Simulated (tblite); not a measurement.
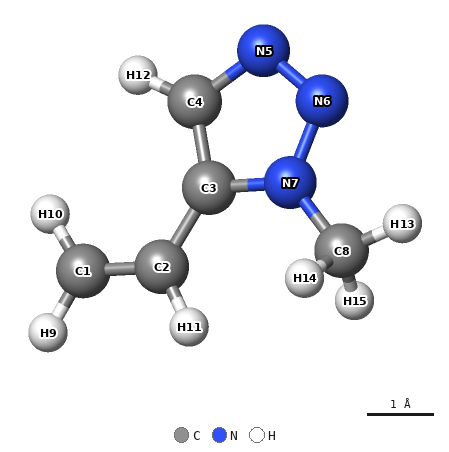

This is the input geometry for a relaxation of C5H7N3. Style: ball-and-stick. Shown at a tilt.

The calculation used GFN2-xTB geometry optimisation, gas phase in tblite 0.8.0.

```xyz
15

C    -2.2364   -1.0649   -0.1274
C    -0.9194   -0.9220   -0.0803
C    -0.2965    0.3455    0.0026
C    -0.7550    1.6631    0.0212
N     0.2999    2.5160    0.1090
N     1.4078    1.7986    0.1154
N     1.0620    0.5043    0.0535
C     2.0988   -0.5003    0.0643
H    -2.6877   -2.0534   -0.1785
H    -2.9321   -0.2199   -0.1175
H    -0.3081   -1.8287   -0.0817
H    -1.7745    2.0166    0.0057
H     3.0688   -0.0247    0.1252
H     1.9533   -1.1485    0.9294
H     2.0147   -1.0736   -0.8628
```

Predict the outcome.

Answer. H13 moves most after the best rigid fit: 0.043 Å. By element the largest moves are H 0.043 Å, N 0.032 Å, C 0.028 Å. Near-neighbour distances that change, for instance: N5–N6 1.320 → 1.281 Å, C2–C3 1.415 → 1.439 Å, C4–N5 1.359 → 1.340 Å, C1–H10 1.095 → 1.076 Å. Among the angles between lasting bonds that change: C3–C2–H11 119.8° → 115.9°, N7–C8–H15 107.7° → 110.7°, N7–C8–H13 109.8° → 107.2°. After 22 geometry steps the energy has fallen by 2.75 kcal/mol.

The structure at the end:

```xyz
15

C    -2.2616   -1.0773   -0.1275
C    -0.9430   -0.9250   -0.0735
C    -0.2830    0.3519   -0.0005
C    -0.7483    1.6613    0.0298
N     0.3054    2.4854    0.1018
N     1.3828    1.7918    0.1188
N     1.0695    0.5049    0.0586
C     2.0889   -0.5003    0.0614
H    -2.7121   -2.0527   -0.1815
H    -2.9302   -0.2343   -0.1194
H    -0.2956   -1.7923   -0.0828
H    -1.7497    2.0365    0.0046
H     3.0471    0.0123    0.1205
H     1.9762   -1.1616    0.9226
H     2.0492   -1.0926   -0.8548
```
